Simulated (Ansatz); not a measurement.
# Run report: C$_{2}$H$_{8}$BFSi, molecular dynamics (part 1 of 5)

C$_{2}$H$_{8}$BFSi, computed with UKS PBE/STO-3G (Ansatz 0.2.0).

It belongs to a series of runs on one base structure; here: dynamics from the last frame of an earlier run. Figures and captions count atoms from 1; the log counts them from 0 in places.

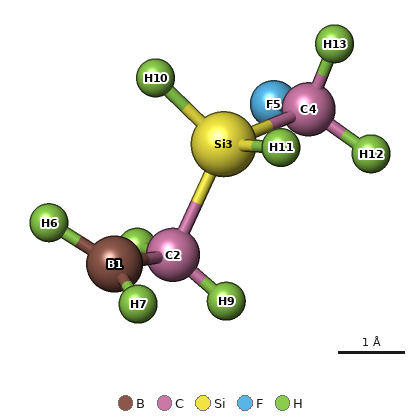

Figure 1. The input geometry (ball-and-stick view, seen at a tilt; atoms are numbered from 1 in the order of the input). Bond lengths as drawn: B–C 1.54 Å, B–H 1.18 to 1.19 Å, C–F 1.41 Å, C–H 1.09 to 1.18 Å, C–Si 1.89 to 1.98 Å and H–Si 1.46 to 1.48 Å.

Results in brief:

```csv
quantity,value
outcome,finished
mean temperature over the second half,258 K
trajectory,"183 steps, 91.5 fs"
ensemble,nvt_langevin
temperature in the input,300.0 K
time step,0.5 fs
potential energy (last step),−13298.1514 eV
mean-field energy (last step),−13298.1514 eV
largest force (length of the vector) (last step),2.642 eV/Å
hardware,"1 thread of Arm Neoverse V2, 24 GiB of memory available, shared host"
wall time,9.1 min
peak memory,0.11 GiB
```

Notes:

So short a trajectory is not equilibrated. The logged temperature at the start can lie below the typed one, since it is counted over all degrees of freedom.

The input:
```yaml
crystal:
  periodic: [false, false, false]
  atoms:
    - { symbol: B, position_ang: [-0.546169, 1.468215, 1.699171] }
    - { symbol: C, position_ang: [-0.794081, 0.937154, 0.279093] }
    - { symbol: Si, position_ang: [0.527702, -0.409796, 0.135269] }
    - { symbol: C, position_ang: [0.496975, -1.401266, -1.575004] }
    - { symbol: F, position_ang: [0.701625, -0.602178, -2.717471] }
    - { symbol: H, position_ang: [0.408857, 2.154113, 1.902718] }
    - { symbol: H, position_ang: [-1.205149, 1.096775, 2.610676] }
    - { symbol: H, position_ang: [-0.533196, 1.655348, -0.555449] }
    - { symbol: H, position_ang: [-1.7541, 0.450998, 0.11917] }
    - { symbol: H, position_ang: [1.86348, 0.136773, 0.465526] }
    - { symbol: H, position_ang: [0.220993, -1.495612, 1.058082] }
    - { symbol: H, position_ang: [-0.486349, -2.038086, -1.724321] }
    - { symbol: H, position_ang: [1.311964, -2.206529, -1.413187] }
magnetization:
  spin_polarized: true
basis:
  gaussian: { orbitals: STO-3G }
hamiltonian:
  xc: pbe
md:
  timestep: 0.5
  n_steps: 183
  ensemble: nvt_langevin
  temperature: 300.0
  initial_velocities: maxwell_boltzmann
  seed: 499180
  friction: 0.01
```

Run as:
```bash
ansatz run input.yaml --threads 1 --pin off --max-ram 2048MiB --backend cpu --events-out ev --progress --plain --runs-dir out
```

Log:
```
Engine: ansatz 0.2.0, aarch64-unknown-linux-gnu
Functional definition: PBE
  parameter kappa = 0.804
  parameter beta = 0.06672455060314922
  exchange = pbe_x(kappa = kappa, mu = beta*pi^2/3)
  correlation = pbe_c(beta = beta)
535 factors; integrals over basis functions are off by at most 2.5e-5 eV
mean field evaluation 1: about -13297.1186 eV, gradient 1.4e1 eV
mean field evaluation 2: about -13296.9278 eV, gradient 1.5e1 eV
mean field evaluation 4: about -13298.4310 eV, gradient 7.4e-1 eV
mean field evaluation 8: about -13298.2983 eV, gradient 3.5e-2 eV
mean field -13298.29829531 eV, -488.7034484424 hartree, gradient 2.4e-5 eV, S^2 0.000000; 0 other end points of the search recorded, 0 dependent functions left out
the calculation of the forces begins
reference -13298.29831902 eV, -488.7034493138 hartree; 24, 24 occupied and 13, 13 virtual orbitals, 535 factors
md step     0: t =     0.00 fs  T =   276.9 K  F+E_penalty+E_count = -13298.29829531 eV  E_kin = 0.465336 eV  (24 SCF iters)
these checks for a lower state are left out or cut short: starts, cluster_reference, orbital_swaps, neighbouring_geometries, increment
535 factors; integrals over basis functions are off by at most 2.5e-5 eV
mean field evaluation 16: about -13298.2691 eV, gradient 3.5e-1 eV
mean field -13298.27000242 eV, -488.7024086979 hartree, gradient 1.1e-5 eV, S^2 0.000000; 0 other end points of the search recorded, 0 dependent functions left out
the calculation of the forces begins
reference -13298.27002612 eV, -488.7024095689 hartree; 24, 24 occupied and 13, 13 virtual orbitals, 535 factors
md step     1: t =     0.50 fs  T =   273.3 K  F+E_penalty+E_count = -13298.27000242 eV  E_kin = 0.459323 eV  (22 SCF iters)
[... from here on the SCF iterations and repeated set-up lines of each step are left out, up to the last step ...]
md step     2: t =     1.00 fs  T =   271.5 K  F+E_penalty+E_count = -13298.24512331 eV  E_kin = 0.456144 eV  (22 SCF iters)
md step     3: t =     1.50 fs  T =   252.9 K  F+E_penalty+E_count = -13298.23271736 eV  E_kin = 0.424895 eV  (22 SCF iters)
md step     4: t =     2.00 fs  T =   270.9 K  F+E_penalty+E_count = -13298.23417486 eV  E_kin = 0.455160 eV  (21 SCF iters)
md step     5: t =     2.50 fs  T =   276.8 K  F+E_penalty+E_count = -13298.24687126 eV  E_kin = 0.465059 eV  (26 SCF iters)
md step     6: t =     3.00 fs  T =   288.6 K  F+E_penalty+E_count = -13298.26463490 eV  E_kin = 0.484915 eV  (26 SCF iters)
md step     7: t =     3.50 fs  T =   279.6 K  F+E_penalty+E_count = -13298.27769791 eV  E_kin = 0.469755 eV  (26 SCF iters)
md step     8: t =     4.00 fs  T =   268.4 K  F+E_penalty+E_count = -13298.28495926 eV  E_kin = 0.451057 eV  (26 SCF iters)
md step     9: t =     4.50 fs  T =   288.9 K  F+E_penalty+E_count = -13298.29320288 eV  E_kin = 0.485511 eV  (26 SCF iters)
md step    10: t =     5.00 fs  T =   297.9 K  F+E_penalty+E_count = -13298.30530312 eV  E_kin = 0.500590 eV  (21 SCF iters)
md step    11: t =     5.50 fs  T =   300.2 K  F+E_penalty+E_count = -13298.31949926 eV  E_kin = 0.504501 eV  (21 SCF iters)
md step    12: t =     6.00 fs  T =   302.1 K  F+E_penalty+E_count = -13298.33647755 eV  E_kin = 0.507631 eV  (27 SCF iters)
md step    13: t =     6.50 fs  T =   306.6 K  F+E_penalty+E_count = -13298.35003968 eV  E_kin = 0.515173 eV  (27 SCF iters)
md step    14: t =     7.00 fs  T =   321.9 K  F+E_penalty+E_count = -13298.35381074 eV  E_kin = 0.540994 eV  (27 SCF iters)
md step    15: t =     7.50 fs  T =   328.7 K  F+E_penalty+E_count = -13298.34643908 eV  E_kin = 0.552415 eV  (27 SCF iters)
md step    16: t =     8.00 fs  T =   323.5 K  F+E_penalty+E_count = -13298.32959794 eV  E_kin = 0.543601 eV  (27 SCF iters)
md step    17: t =     8.50 fs  T =   297.3 K  F+E_penalty+E_count = -13298.30975852 eV  E_kin = 0.499602 eV  (22 SCF iters)
md step    18: t =     9.00 fs  T =   292.2 K  F+E_penalty+E_count = -13298.29296034 eV  E_kin = 0.491003 eV  (22 SCF iters)
md step    19: t =     9.50 fs  T =   285.5 K  F+E_penalty+E_count = -13298.28523387 eV  E_kin = 0.479800 eV  (25 SCF iters)
md step    20: t =    10.00 fs  T =   298.6 K  F+E_penalty+E_count = -13298.28744973 eV  E_kin = 0.501690 eV  (21 SCF iters)
md step    21: t =    10.50 fs  T =   296.6 K  F+E_penalty+E_count = -13298.29825733 eV  E_kin = 0.498400 eV  (22 SCF iters)
md step    22: t =    11.00 fs  T =   275.7 K  F+E_penalty+E_count = -13298.31441466 eV  E_kin = 0.463259 eV  (22 SCF iters)
md step    23: t =    11.50 fs  T =   276.0 K  F+E_penalty+E_count = -13298.33069672 eV  E_kin = 0.463734 eV  (22 SCF iters)
md step    24: t =    12.00 fs  T =   288.6 K  F+E_penalty+E_count = -13298.34294965 eV  E_kin = 0.485035 eV  (22 SCF iters)
md step    25: t =    12.50 fs  T =   295.5 K  F+E_penalty+E_count = -13298.34799778 eV  E_kin = 0.496565 eV  (27 SCF iters)
md step    26: t =    13.00 fs  T =   286.7 K  F+E_penalty+E_count = -13298.34565250 eV  E_kin = 0.481801 eV  (26 SCF iters)
md step    27: t =    13.50 fs  T =   273.3 K  F+E_penalty+E_count = -13298.33548659 eV  E_kin = 0.459205 eV  (26 SCF iters)
md step    28: t =    14.00 fs  T =   263.1 K  F+E_penalty+E_count = -13298.31965111 eV  E_kin = 0.442079 eV  (21 SCF iters)
md step    29: t =    14.50 fs  T =   263.9 K  F+E_penalty+E_count = -13298.30134000 eV  E_kin = 0.443423 eV  (22 SCF iters)
md step    30: t =    15.00 fs  T =   255.5 K  F+E_penalty+E_count = -13298.28546729 eV  E_kin = 0.429264 eV  (22 SCF iters)
md step    31: t =    15.50 fs  T =   257.9 K  F+E_penalty+E_count = -13298.27717155 eV  E_kin = 0.433310 eV  (22 SCF iters)
md step    32: t =    16.00 fs  T =   265.0 K  F+E_penalty+E_count = -13298.27648535 eV  E_kin = 0.445233 eV  (21 SCF iters)
md step    33: t =    16.50 fs  T =   259.0 K  F+E_penalty+E_count = -13298.28132351 eV  E_kin = 0.435215 eV  (21 SCF iters)
md step    34: t =    17.00 fs  T =   266.0 K  F+E_penalty+E_count = -13298.28929885 eV  E_kin = 0.447048 eV  (21 SCF iters)
md step    35: t =    17.50 fs  T =   272.2 K  F+E_penalty+E_count = -13298.30286381 eV  E_kin = 0.457428 eV  (22 SCF iters)
md step    36: t =    18.00 fs  T =   293.0 K  F+E_penalty+E_count = -13298.32271573 eV  E_kin = 0.492324 eV  (27 SCF iters)
md step    37: t =    18.50 fs  T =   309.9 K  F+E_penalty+E_count = -13298.34216971 eV  E_kin = 0.520795 eV  (27 SCF iters)
md step    38: t =    19.00 fs  T =   312.5 K  F+E_penalty+E_count = -13298.35099531 eV  E_kin = 0.525111 eV  (26 SCF iters)
md step    39: t =    19.50 fs  T =   310.1 K  F+E_penalty+E_count = -13298.34526287 eV  E_kin = 0.521060 eV  (26 SCF iters)
md step    40: t =    20.00 fs  T =   299.2 K  F+E_penalty+E_count = -13298.32338123 eV  E_kin = 0.502742 eV  (22 SCF iters)
md step    41: t =    20.50 fs  T =   277.9 K  F+E_penalty+E_count = -13298.28711615 eV  E_kin = 0.467043 eV  (25 SCF iters)
md step    42: t =    21.00 fs  T =   248.3 K  F+E_penalty+E_count = -13298.24805366 eV  E_kin = 0.417189 eV  (21 SCF iters)
md step    43: t =    21.50 fs  T =   231.1 K  F+E_penalty+E_count = -13298.21893636 eV  E_kin = 0.388270 eV  (21 SCF iters)
md step    44: t =    22.00 fs  T =   230.9 K  F+E_penalty+E_count = -13298.20546934 eV  E_kin = 0.387933 eV  (21 SCF iters)
md step    45: t =    22.50 fs  T =   244.1 K  F+E_penalty+E_count = -13298.20904906 eV  E_kin = 0.410235 eV  (21 SCF iters)
md step    46: t =    23.00 fs  T =   257.6 K  F+E_penalty+E_count = -13298.22502445 eV  E_kin = 0.432938 eV  (21 SCF iters)
md step    47: t =    23.50 fs  T =   267.4 K  F+E_penalty+E_count = -13298.24638912 eV  E_kin = 0.449359 eV  (26 SCF iters)
md step    48: t =    24.00 fs  T =   259.7 K  F+E_penalty+E_count = -13298.26337529 eV  E_kin = 0.436391 eV  (27 SCF iters)
md step    49: t =    24.50 fs  T =   254.4 K  F+E_penalty+E_count = -13298.26874843 eV  E_kin = 0.427546 eV  (27 SCF iters)
md step    50: t =    25.00 fs  T =   249.7 K  F+E_penalty+E_count = -13298.26150182 eV  E_kin = 0.419517 eV  (27 SCF iters)
md step    51: t =    25.50 fs  T =   226.9 K  F+E_penalty+E_count = -13298.24555192 eV  E_kin = 0.381236 eV  (21 SCF iters)
md step    52: t =    26.00 fs  T =   237.4 K  F+E_penalty+E_count = -13298.22627104 eV  E_kin = 0.398968 eV  (22 SCF iters)
md step    53: t =    26.50 fs  T =   234.4 K  F+E_penalty+E_count = -13298.20676947 eV  E_kin = 0.393897 eV  (22 SCF iters)
md step    54: t =    27.00 fs  T =   229.4 K  F+E_penalty+E_count = -13298.19002264 eV  E_kin = 0.385419 eV  (21 SCF iters)
md step    55: t =    27.50 fs  T =   218.7 K  F+E_penalty+E_count = -13298.17542236 eV  E_kin = 0.367534 eV  (22 SCF iters)
md step    56: t =    28.00 fs  T =   218.0 K  F+E_penalty+E_count = -13298.16130527 eV  E_kin = 0.366250 eV  (22 SCF iters)
md step    57: t =    28.50 fs  T =   227.2 K  F+E_penalty+E_count = -13298.15083641 eV  E_kin = 0.381824 eV  (22 SCF iters)
md step    58: t =    29.00 fs  T =   220.2 K  F+E_penalty+E_count = -13298.15037651 eV  E_kin = 0.370021 eV  (22 SCF iters)
md step    59: t =    29.50 fs  T =   229.7 K  F+E_penalty+E_count = -13298.16194213 eV  E_kin = 0.385909 eV  (22 SCF iters)
md step    60: t =    30.00 fs  T =   245.1 K  F+E_penalty+E_count = -13298.18266669 eV  E_kin = 0.411901 eV  (22 SCF iters)
md step    61: t =    30.50 fs  T =   261.5 K  F+E_penalty+E_count = -13298.20749363 eV  E_kin = 0.439349 eV  (22 SCF iters)
md step    62: t =    31.00 fs  T =   264.8 K  F+E_penalty+E_count = -13298.22840468 eV  E_kin = 0.445000 eV  (22 SCF iters)
md step    63: t =    31.50 fs  T =   272.2 K  F+E_penalty+E_count = -13298.23432795 eV  E_kin = 0.457357 eV  (22 SCF iters)
md step    64: t =    32.00 fs  T =   273.6 K  F+E_penalty+E_count = -13298.22272006 eV  E_kin = 0.459759 eV  (25 SCF iters)
md step    65: t =    32.50 fs  T =   252.1 K  F+E_penalty+E_count = -13298.19575727 eV  E_kin = 0.423691 eV  (22 SCF iters)
md step    66: t =    33.00 fs  T =   227.2 K  F+E_penalty+E_count = -13298.15718743 eV  E_kin = 0.381862 eV  (22 SCF iters)
md step    67: t =    33.50 fs  T =   197.8 K  F+E_penalty+E_count = -13298.11325517 eV  E_kin = 0.332433 eV  (22 SCF iters)
md step    68: t =    34.00 fs  T =   183.1 K  F+E_penalty+E_count = -13298.07527491 eV  E_kin = 0.307761 eV  (22 SCF iters)
md step    69: t =    34.50 fs  T =   170.5 K  F+E_penalty+E_count = -13298.05446448 eV  E_kin = 0.286477 eV  (22 SCF iters)
md step    70: t =    35.00 fs  T =   183.4 K  F+E_penalty+E_count = -13298.05666277 eV  E_kin = 0.308169 eV  (22 SCF iters)
md step    71: t =    35.50 fs  T =   194.3 K  F+E_penalty+E_count = -13298.08214577 eV  E_kin = 0.326456 eV  (22 SCF iters)
md step    72: t =    36.00 fs  T =   226.2 K  F+E_penalty+E_count = -13298.12535686 eV  E_kin = 0.380069 eV  (22 SCF iters)
md step    73: t =    36.50 fs  T =   261.4 K  F+E_penalty+E_count = -13298.17609004 eV  E_kin = 0.439287 eV  (21 SCF iters)
md step    74: t =    37.00 fs  T =   300.8 K  F+E_penalty+E_count = -13298.21873156 eV  E_kin = 0.505399 eV  (27 SCF iters)
md step    75: t =    37.50 fs  T =   331.1 K  F+E_penalty+E_count = -13298.23775076 eV  E_kin = 0.556442 eV  (26 SCF iters)
md step    76: t =    38.00 fs  T =   328.1 K  F+E_penalty+E_count = -13298.22213096 eV  E_kin = 0.551301 eV  (27 SCF iters)
md step    77: t =    38.50 fs  T =   314.7 K  F+E_penalty+E_count = -13298.17315220 eV  E_kin = 0.528868 eV  (27 SCF iters)
md step    78: t =    39.00 fs  T =   275.3 K  F+E_penalty+E_count = -13298.10579235 eV  E_kin = 0.462546 eV  (27 SCF iters)
md step    79: t =    39.50 fs  T =   240.0 K  F+E_penalty+E_count = -13298.04054212 eV  E_kin = 0.403211 eV  (22 SCF iters)
md step    80: t =    40.00 fs  T =   206.7 K  F+E_penalty+E_count = -13297.99495276 eV  E_kin = 0.347289 eV  (22 SCF iters)
md step    81: t =    40.50 fs  T =   212.2 K  F+E_penalty+E_count = -13297.98345495 eV  E_kin = 0.356589 eV  (22 SCF iters)
md step    82: t =    41.00 fs  T =   231.2 K  F+E_penalty+E_count = -13298.01236401 eV  E_kin = 0.388499 eV  (22 SCF iters)
md step    83: t =    41.50 fs  T =   266.0 K  F+E_penalty+E_count = -13298.06856189 eV  E_kin = 0.446997 eV  (22 SCF iters)
md step    84: t =    42.00 fs  T =   307.7 K  F+E_penalty+E_count = -13298.12959247 eV  E_kin = 0.517017 eV  (22 SCF iters)
md step    85: t =    42.50 fs  T =   332.7 K  F+E_penalty+E_count = -13298.17884161 eV  E_kin = 0.559099 eV  (27 SCF iters)
md step    86: t =    43.00 fs  T =   325.1 K  F+E_penalty+E_count = -13298.20346157 eV  E_kin = 0.546257 eV  (25 SCF iters)
md step    87: t =    43.50 fs  T =   324.9 K  F+E_penalty+E_count = -13298.20212737 eV  E_kin = 0.545879 eV  (26 SCF iters)
md step    88: t =    44.00 fs  T =   291.6 K  F+E_penalty+E_count = -13298.18097830 eV  E_kin = 0.490053 eV  (27 SCF iters)
md step    89: t =    44.50 fs  T =   275.9 K  F+E_penalty+E_count = -13298.14944338 eV  E_kin = 0.463586 eV  (27 SCF iters)
md step    90: t =    45.00 fs  T =   279.4 K  F+E_penalty+E_count = -13298.11746736 eV  E_kin = 0.469501 eV  (22 SCF iters)
md step    91: t =    45.50 fs  T =   267.7 K  F+E_penalty+E_count = -13298.09466043 eV  E_kin = 0.449759 eV  (22 SCF iters)
md step    92: t =    46.00 fs  T =   247.3 K  F+E_penalty+E_count = -13298.08963657 eV  E_kin = 0.415495 eV  (21 SCF iters)
md step    93: t =    46.50 fs  T =   253.1 K  F+E_penalty+E_count = -13298.10803179 eV  E_kin = 0.425298 eV  (21 SCF iters)
md step    94: t =    47.00 fs  T =   288.1 K  F+E_penalty+E_count = -13298.14540456 eV  E_kin = 0.484038 eV  (21 SCF iters)
md step    95: t =    47.50 fs  T =   322.6 K  F+E_penalty+E_count = -13298.19112679 eV  E_kin = 0.542041 eV  (21 SCF iters)
md step    96: t =    48.00 fs  T =   344.3 K  F+E_penalty+E_count = -13298.23292532 eV  E_kin = 0.578606 eV  (26 SCF iters)
md step    97: t =    48.50 fs  T =   364.6 K  F+E_penalty+E_count = -13298.25804377 eV  E_kin = 0.612589 eV  (26 SCF iters)
md step    98: t =    49.00 fs  T =   383.3 K  F+E_penalty+E_count = -13298.26033145 eV  E_kin = 0.644079 eV  (26 SCF iters)
md step    99: t =    49.50 fs  T =   372.0 K  F+E_penalty+E_count = -13298.24131586 eV  E_kin = 0.625024 eV  (26 SCF iters)
md step   100: t =    50.00 fs  T =   353.3 K  F+E_penalty+E_count = -13298.20992187 eV  E_kin = 0.593707 eV  (26 SCF iters)
md step   101: t =    50.50 fs  T =   305.7 K  F+E_penalty+E_count = -13298.17707596 eV  E_kin = 0.513725 eV  (21 SCF iters)
md step   102: t =    51.00 fs  T =   298.6 K  F+E_penalty+E_count = -13298.15381508 eV  E_kin = 0.501789 eV  (20 SCF iters)
md step   103: t =    51.50 fs  T =   285.6 K  F+E_penalty+E_count = -13298.14419358 eV  E_kin = 0.479890 eV  (21 SCF iters)
md step   104: t =    52.00 fs  T =   292.6 K  F+E_penalty+E_count = -13298.14906204 eV  E_kin = 0.491756 eV  (21 SCF iters)
md step   105: t =    52.50 fs  T =   301.2 K  F+E_penalty+E_count = -13298.16153574 eV  E_kin = 0.506153 eV  (21 SCF iters)
md step   106: t =    53.00 fs  T =   309.2 K  F+E_penalty+E_count = -13298.16824115 eV  E_kin = 0.519548 eV  (21 SCF iters)
md step   107: t =    53.50 fs  T =   293.9 K  F+E_penalty+E_count = -13298.15931356 eV  E_kin = 0.493869 eV  (22 SCF iters)
md step   108: t =    54.00 fs  T =   272.6 K  F+E_penalty+E_count = -13298.13124253 eV  E_kin = 0.458072 eV  (25 SCF iters)
md step   109: t =    54.50 fs  T =   243.1 K  F+E_penalty+E_count = -13298.09609873 eV  E_kin = 0.408520 eV  (22 SCF iters)
md step   110: t =    55.00 fs  T =   217.5 K  F+E_penalty+E_count = -13298.06916871 eV  E_kin = 0.365468 eV  (22 SCF iters)
md step   111: t =    55.50 fs  T =   206.2 K  F+E_penalty+E_count = -13298.05844154 eV  E_kin = 0.346415 eV  (22 SCF iters)
md step   112: t =    56.00 fs  T =   208.2 K  F+E_penalty+E_count = -13298.06428859 eV  E_kin = 0.349872 eV  (22 SCF iters)
md step   113: t =    56.50 fs  T =   220.0 K  F+E_penalty+E_count = -13298.08329301 eV  E_kin = 0.369619 eV  (22 SCF iters)
md step   114: t =    57.00 fs  T =   242.2 K  F+E_penalty+E_count = -13298.10555242 eV  E_kin = 0.407061 eV  (22 SCF iters)
md step   115: t =    57.50 fs  T =   268.1 K  F+E_penalty+E_count = -13298.11975789 eV  E_kin = 0.450586 eV  (21 SCF iters)
md step   116: t =    58.00 fs  T =   263.3 K  F+E_penalty+E_count = -13298.11633186 eV  E_kin = 0.442476 eV  (22 SCF iters)
md step   117: t =    58.50 fs  T =   248.3 K  F+E_penalty+E_count = -13298.09328086 eV  E_kin = 0.417285 eV  (22 SCF iters)
md step   118: t =    59.00 fs  T =   236.2 K  F+E_penalty+E_count = -13298.05719747 eV  E_kin = 0.396872 eV  (21 SCF iters)
md step   119: t =    59.50 fs  T =   210.8 K  F+E_penalty+E_count = -13298.02053942 eV  E_kin = 0.354201 eV  (21 SCF iters)
md step   120: t =    60.00 fs  T =   196.3 K  F+E_penalty+E_count = -13297.99729809 eV  E_kin = 0.329905 eV  (22 SCF iters)
```
